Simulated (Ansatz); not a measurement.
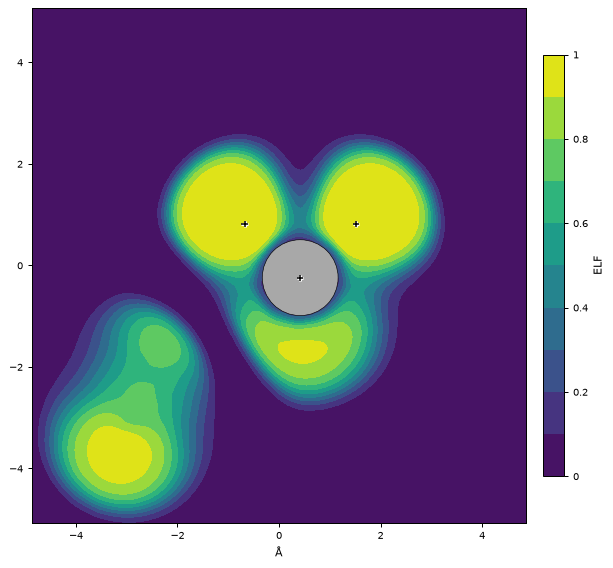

The electron localisation function on a plane through atoms (crosses mark nuclei in the plane; grey discs cover the cores).

Level of theory: Ansatz, RKS PBE0-D4/def2-TZVPPD.

Candidates:
A. N₂···AsH₃ (SMILES N#N.[AsH3])
B. H₂O···C₂H₄ (SMILES O.C=C)
C. AgH₂O (charge +1)

Which candidate gave the map?

Answer. Candidate A: N₂···AsH₃ on the plane of atoms H4, As3 and H6, which holds As and H. As–H (1.52 Å): the ELF climbs to about 1 towards the hydrogen, as it does in any bond to H.
